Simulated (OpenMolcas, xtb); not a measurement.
**CH4ClGe (SMILES [CH3][GeH][Cl]): methods side by side**

CH4ClGe: 7 atoms, total charge 0, spin state doublet. SMILES: `[CH3][GeH][Cl]`. Geometry: relaxed at PBE0-D4/def2-TZVP.

| atom | x (Å) | y (Å) | z (Å) |
| --- | --- | --- | --- |
| C | -0.7331 | 0.4384 | -0.2619 |
| Ge | 0.7054 | -0.8855 | -0.1831 |
| Cl | 1.0170 | -1.3617 | 1.9095 |
| H | -0.4334 | 1.3145 | 0.3173 |
| H | -1.6462 | 0.0214 | 0.1608 |
| H | -0.9099 | 0.7294 | -1.2982 |
| H | 2.0614 | -0.3245 | -0.6901 |

Each level gives the energy change with the C1–H5 bond stretched from 1.089 to 1.253 Å (eV). The values are calculated.

| level | kind | program | value (eV) | less CCSD(T)/def2-SVP | CPU time (all runs) |
| --- | --- | --- | --- | --- | --- |
| GFN-FF | force field | xtb | 0.38 | +0.08 | under 2 s |
| GFN0-xTB | semi-empirical | xtb | 0.30 | 0.00 | under 2 s |
| GFN1-xTB | semi-empirical | xtb | 0.31 | +0.01 | under 2 s |
| UHF/def2-SVP | Hartree–Fock | OpenMolcas | 0.37 | +0.07 | 16 s |
| USVWN5/def2-SVP | LDA | OpenMolcas | 0.26 | -0.04 | 40 s |
| UPBE/def2-SVP | GGA | OpenMolcas | 0.26 | -0.04 | 58 s |
| UTPSS/def2-SVP | meta-GGA | OpenMolcas | 0.28 | -0.02 | 85 s |
| UPBE0/def2-SVP | global hybrid | OpenMolcas | 0.31 | +0.01 | 61 s |
| ROCCSD(T)/def2-SVP | coupled cluster or CI | OpenMolcas | 0.30 | 0.00 | 1.8 min |

Differences are taken from ROCCSD(T)/def2-SVP for orientation; it has basis-set and higher-order errors of its own. All-electron rows without a relativistic Hamiltonian named are non-relativistic. The first shape isn't each level's own minimum. The values span 0.26 to 0.38 eV. In the correlated wave-function rows the outer d shell of Ge is correlated, in sets not made for it. Times are those of the runs behind each value, whatever else they computed, on shared processors of several kinds: orders of magnitude only.

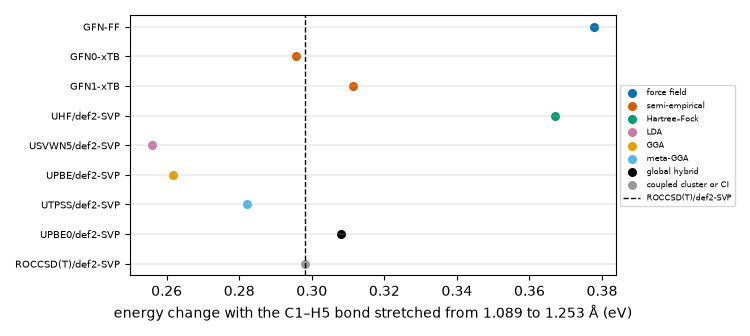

The values of the table, level by level.
